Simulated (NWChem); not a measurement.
# One shape, several levels: SiO2 (silicon dioxide molecule)

Aim: a comparison of 6 runs (HF/3-21G, HF/cc-pVTZ, B3LYP/6-31G*, PBE0/def2-SVP, MP2/STO-3G, MP2/cc-pVTZ) of SiO2 (silicon dioxide molecule). 

The calculation is run with NWChem 7.3.0.

2 further runs of the same task are left out: 2 set aside as unsound or not needed.

**1. The structure to begin with**

SiO2 has 3 atoms, charge 0, and is taken as a singlet. As SMILES, `O=[Si]=O`. The coordinates come from a PBE0-D4/def2-TZVP relaxation.

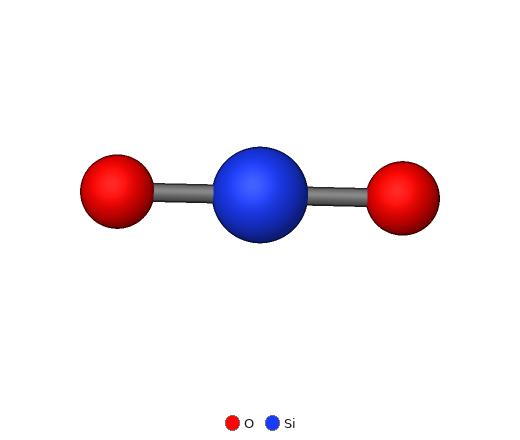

Viewed from a chosen angle; oxygen red, silicon blue.

**2. Energy and forces at HF/3-21G (run 1)**

The input, mymol.nw:

```
start mymol
memory 2200 mb
charge 0

geometry noautosym nocenter noautoz
  O        0.697730       1.229600       0.518760
  Si      -0.000010       0.000000       0.000000
  O       -0.697730      -1.229610      -0.518760
end

basis spherical bse
  * library 3-21G
end

scf
  thresh 1e-08
  maxiter 80
  print medium
end

task scf gradient
```

Command:

```bash
$ nwchem mymol.nw > mymol.out
```

The log of the run:

```text
[...]
  functions       =    31
[...]
  wavefunction    = RHF
[...]
         Total SCF energy =   -436.218429931448
      One-electron energy =   -783.873689138199
      Two-electron energy =    257.698813742890
 Nuclear repulsion energy =     89.956445463861
        Time for solution =      0.2s
[...]
                         RHF ENERGY GRADIENTS
    atom               coordinates                        gradient
                 x          y          z           x          y          z
   1 O       1.318519   2.323607   0.980314   -0.022405  -0.039484  -0.016658
   2 Si     -0.000019   0.000000   0.000000   -0.000000  -0.000001  -0.000001
   3 O      -1.318519  -2.323626  -0.980314    0.022406   0.039486   0.016659
[...]
```

Wall time 0.82 s (1 thread of AMD EPYC 9R45 (Zen 5), shared host); peak memory 0.099 GiB.

**3. Energy and gradient at HF/cc-pVTZ (run 2)**

The input, run.py:

```python
from ase import Atoms
from ase.calculators.nwchem import NWChem

atoms = Atoms(['O', 'Si', 'O'], positions=[
    [0.697730, 1.229600, 0.518760],
    [-0.000010, 0.000000, -0.000000],
    [-0.697730, -1.229610, -0.518760],
])

calc = NWChem(
    label='sp',
    theory='scf',
    memory='2200 mb',
    basis='cc-pVTZ',
    basispar='spherical bse',
    scf={'nopen': '0', 'rhf': None, 'thresh': '1e-08', 'maxiter': '80'},
)
atoms.calc = calc

forces = atoms.get_forces()
print("Total energy (eV):", round(atoms.get_potential_energy(), 6))
print("forces (eV/A):")
for s, f in zip(atoms.symbols, forces):
    print(f"{s:2s} {f[0]:10.5f} {f[1]:10.5f} {f[2]:10.5f}")
print("dipole (e A):", atoms.get_dipole_moment().round(4))
```

Command:

```bash
$ export ASE_NWCHEM_COMMAND="nwchem PREFIX.nwi > PREFIX.nwo"
$ python run.py
```

The log of the run:

```text
Total energy (eV): -11938.155047
forces (eV/A):
O    -0.78557   -1.38433   -0.58405
Si    0.00010    0.00000    0.00000
O     0.78547    1.38433    0.58405
dipole (e A): [-0.  0. -0.]
```

The calculator wrote sp.nwi:

```
title "sp"

permanent_dir sp

scratch_dir sp

start sp

geometry units angstrom nocenter noautosym noautoz
  O  6.9772999999999996e-01 1.2296000000000000e+00 5.1876000000000000e-01
  Si -1.0000000000000001e-05 0.0000000000000000e+00 -0.0000000000000000e+00
  O  -6.9772999999999996e-01 -1.2296100000000001e+00 -5.1876000000000000e-01
end

memory 2200 mb

basis spherical bse noprint
   * library cc-pVTZ
end

scf
  nopen 0
  rhf
  thresh 1e-08
  maxiter 80
end

task scf gradient
```

sp.nwo:

```text
Northwest Computational Chemistry Package (NWChem) 7.3.0
             --------------------------------------------------------

           Job information
           ---------------

    nwchem branch   = 7.3.0
    use scalapack   = T
    input           = sp.nwi
    prefix          = sp.
    data base       = sp/sp.db
    status          = startup
    nproc           =        1

           Memory information
           ------------------

    heap     =     72089598 doubles =      550.0 Mbytes
    stack    =     72089595 doubles =      550.0 Mbytes
    global   =    144179200 doubles =     1100.0 Mbytes (distinct from heap & stack)
    total    =    288358393 doubles =     2200.0 Mbytes
    verify   = yes
    hardfail = no

           Directory information
           ---------------------

  0 permanent = sp
  0 scratch   = sp

                                NWChem Input Module
                                -------------------

                                        sp
                                        --

[... 102 lines left out ...]
 Convergence threshold     :          1.000E-08
[... 13 lines left out ...]
       Final RHF  results
[... 3 lines left out ...]
      One-electron energy =   -786.951455552219
[... 1 line left out ...]
 Nuclear repulsion energy =     89.956445463861
[... 33 lines left out ...]
                       ROHF Final Molecular Orbital Analysis
[... 187 lines left out ...]
     L   x y z        total         open         nuclear
     -   - - -        -----         ----         -------
     0   0 0 0     -0.000000      0.000000     30.000000

     1   1 0 0     -0.000027      0.000000     -0.000265
[... 8 lines of this table left out ...]
     2   0 0 2    -15.757399      0.000000     15.376257

                              NWChem Gradients Module
                              -----------------------

                                        sp

  wavefunction    =   RHF

                         RHF ENERGY GRADIENTS

    atom               coordinates                        gradient
                 x          y          z           x          y          z
   1 O       1.318519   2.323607   0.980314    0.015277   0.026921   0.011358
   2 Si     -0.000019   0.000000   0.000000   -0.000002  -0.000000  -0.000000
   3 O      -1.318519  -2.323626  -0.980314   -0.015275  -0.026921  -0.011358

                 ----------------------------------------
                 |  Time  |  1-e(secs)   |  2-e(secs)   |
                 ----------------------------------------
                 |  CPU   |       0.00   |       5.34   |
                 ----------------------------------------
                 |  WALL  |       0.00   |       5.34   |
                 ----------------------------------------

 Task  times  cpu:       27.0s     wall:       27.0s
 Total times  cpu:       27.0s     wall:       27.0s
```

Run time: 28 s. Hardware: 1 thread of AMD EPYC 9R45 (Zen 5), shared host; peak memory 0.11 GiB.

Runs 3 to 4 aren't shown in full; the table further down has their settings and results.

**4. Energy and gradient at MP2/STO-3G (run 5)**

The input, geom.nw:

```
START geom
TITLE "O2Si"
memory total 2200 mb

GEOMETRY units angstroms noautosym nocenter noautoz
   O     0.697730    1.229600    0.518760
   Si   -0.000010    0.000000    0.000000
   O    -0.697730   -1.229610   -0.518760
END

BASIS spherical bse
   * library STO-3G
END

SCF
   thresh 1e-08
   maxiter 80
   noprint "final vectors analysis"
END

MP2
   freeze core 7
   tight
END

TASK mp2 gradient
```

Command:

```bash
$ nwchem geom.nw > geom.out
```

The log of the run:

```text
[...]
  functions       =    19
[...]
  wavefunction    = RHF
[...]
         Total SCF energy =   -433.136469685319
      One-electron energy =   -784.312700243900
      Two-electron energy =    261.219785094720
 Nuclear repulsion energy =     89.956445463861
        Time for solution =      0.2s
[...]
          Total MP2 energy          -433.343665729479
[...]
                         mp2 ENERGY GRADIENTS
    atom               coordinates                        gradient
                 x          y          z           x          y          z
   1 O       1.318519   2.323607   0.980314   -0.034875  -0.061459  -0.025929
   2 Si     -0.000019   0.000000   0.000000   -0.000000  -0.000002  -0.000001
   3 O      -1.318519  -2.323626  -0.980314    0.034875   0.061461   0.025930
[...]
```

Wall time 0.98 s (1 thread of AMD EPYC 9R45 (Zen 5), shared host); peak memory 0.1 GiB.

**5. Energy and gradient at MP2/cc-pVTZ (run 6)**

The input, a.nw:

```
start a
title "O2Si gradient"
memory 2200 mb

geometry noautosym nocenter noautoz
O      0.697730     1.229600     0.518760
Si    -0.000010     0.000000     0.000000
O     -0.697730    -1.229610    -0.518760
end

basis "ao basis" spherical bse
* library cc-pVTZ
end

scf
thresh 1e-08
maxiter 80
end

mp2
freeze core 7
tight
end

task mp2 gradient
```

Command:

```bash
$ nwchem a.nw > a.out
```

The log of the run:

```text
[...]
  functions       =    94
[...]
  wavefunction    = RHF
[...]
         Total SCF energy =   -438.719109574842
      One-electron energy =   -786.951455552070
      Two-electron energy =    258.275900513368
 Nuclear repulsion energy =     89.956445463861
        Time for solution =     21.0s
[...]
          Total MP2 energy          -439.306275069193
[...]
                         mp2 ENERGY GRADIENTS
    atom               coordinates                        gradient
                 x          y          z           x          y          z
   1 O       1.318519   2.323607   0.980314   -0.012282  -0.021645  -0.009132
   2 Si     -0.000019   0.000000   0.000000   -0.000001  -0.000001  -0.000000
   3 O      -1.318519  -2.323626  -0.980314    0.012283   0.021645   0.009132
[...]
```

Wall time 50 s (1 thread of AMD EPYC 9R45 (Zen 5), shared host); peak memory 0.25 GiB.

**6. The series**

```tsv
run	level	iteration cap	module	energy (Eh)	dipole moment (D)	HOMO energy (eV)	LUMO energy (eV)	wall time
1	HF/3-21G	80	scf	-436.218430	0.00	-12.55	0.70	0.82 s
2	HF/cc-pVTZ	80	scf	-438.719110	0.00	-13.79	0.20	28 s
3	B3LYP/6-31G* (spherical functions)	100	dft	-439.922791	0.00	-9.25	-3.46	3.3 s
4	PBE0/def2-SVP	100	dft	-439.434227	0.00	-9.62	-3.08	3.6 s
5	MP2/STO-3G	80	mp2	-433.343666	0.00	–	–	0.98 s
6	MP2/cc-pVTZ	80	mp2	-439.306275	0.00	-13.79	0.20	50 s
```

**7. Outcome**

| quantity | value |
| --- | --- |
| run 6: total energy | -439.30628 Eh |
| run 6: dipole moment (of the density that the program reports) | 0.00 D |
| run 6: HOMO energy (Hartree–Fock orbitals) | -13.79 eV |
| run 6: LUMO energy (Hartree–Fock orbitals) | 0.20 eV |
| run 6: HOMO–LUMO gap (Hartree–Fock orbitals) | 14.00 eV |
| run 6: correlation energy (7 core orbitals frozen) | -587.2 mEh |
| run 6: largest force on an atom | 1.363 eV/Å |

In words: Over runs 1, 2, 3, 4 the HOMO–LUMO gap runs from 5.79 eV (B3LYP/6-31G*) to 14.00 eV (HF/cc-pVTZ). The two ends differ in method and basis. Totals of different functionals can't be ranked against each other. In run 5 the basis is minimal, so the values are rough. All runs together took 87 s, the longest 50 s.
